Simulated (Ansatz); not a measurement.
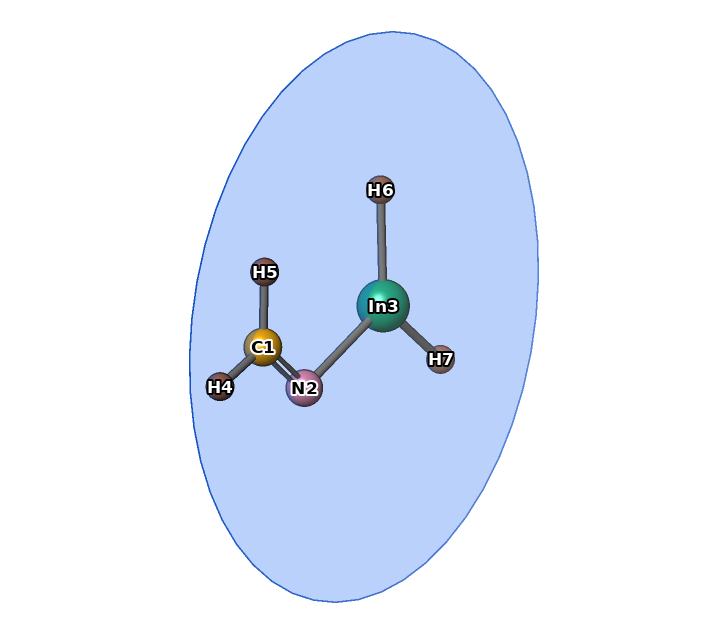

A disc through the centre of mass is drawn in. Atoms fade into the background with distance from the viewer. The computed structure is the end point of a PBE0-D4/def2-TZVP optimisation.

Question: Is the plane of the disc a mirror plane of the structure?

Answer: Yes. The reflection leaves C1, N2, In3, H4, H5, H6, H7 in place. The point group is Cs.
